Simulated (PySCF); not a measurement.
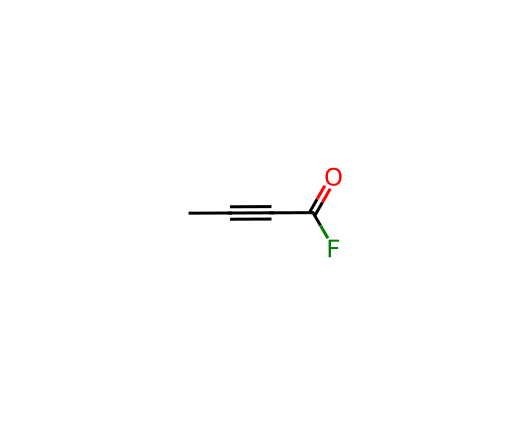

2D structure.

Question: Write the SMILES.

Answer: CC#CC(=O)F

Question: What is the molecular formula?

Answer: C4H3FO.

More results for the same structure follow; atom numbers are the same in all pictures, views and colours differ. Computed geometry: GFN2-xTB optimisation. No frequency run is at hand to confirm it as a minimum.

### Core levels

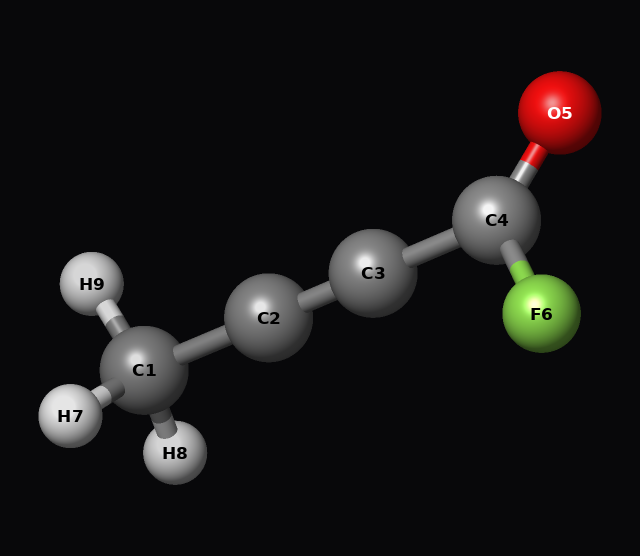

No frequency run is at hand to confirm it as a minimum. Method: delta-SCF UKS SCAN, pcX-2 on the ionised atom, pcseg-1 elsewhere, spin-free X2C (PySCF 2.14.0).

Give the core-electron binding energies (to vacuum) of C1 1s, C2 1s, C3 1s, C4 1s, O5 1s, F6 1s.

```tsv
atom	level	binding energy (eV)
C1	1s	292.4
C2	1s	291.8
C3	1s	291.3
C4	1s	296.2
O5	1s	538.6
F6	1s	693.0
```

### Excitation

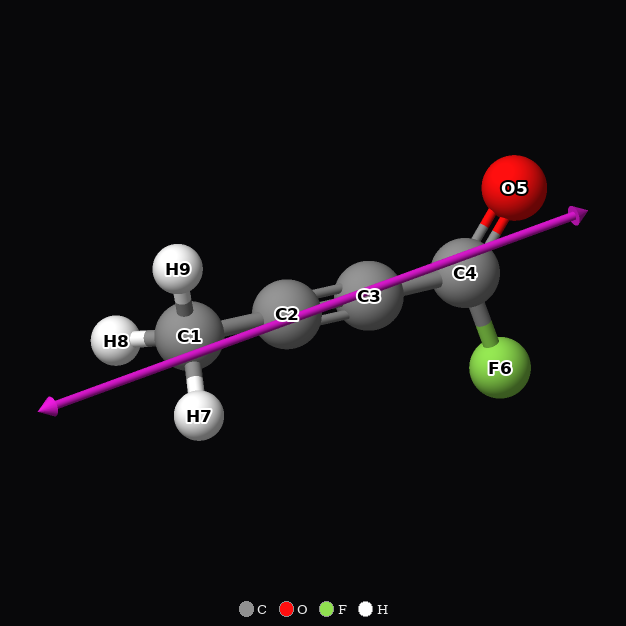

The double arrow shows the direction of the transition dipole to excited singlet state 3 (its length means nothing). No frequency run is at hand to confirm it as a minimum. Method: TDDFT B3LYP/def2-SVPD, vertical, gas phase, core orbitals frozen in the response (PySCF 2.14.0).

Question: How is the transition polarised?

Answer: Nearly parallel to the C3–C4 bond.

Question: Where does the transition lie, and how strong is it?

Answer: 5.78 eV (215 nm), oscillator strength 0.13, mainly HOMO−1 → LUMO (weight 0.77); transition dipole 2.42 D.

### Polarisability

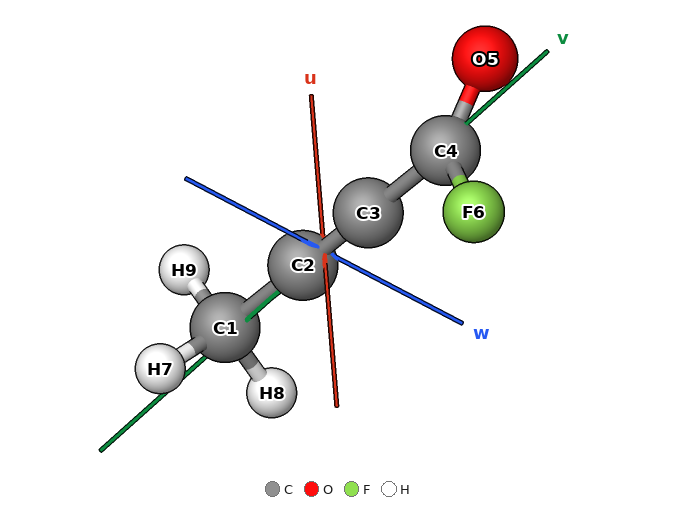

The lines u, v and w are the principal axes of the static dipole polarisability. No frequency run is at hand to confirm it as a minimum. Method: B3LYP/def2-SVPD (PySCF 2.14.0).

Question: Along which axis is the molecule most polarisable, and along which least?

Answer: Most along v (nearly parallel to the C3–C4 bond), least along w.

Question: Give the three principal values.

Answer: u 42.8, v 83.0, w 34.6 bohr³; mean 53.5, anisotropy 44.8 bohr³.
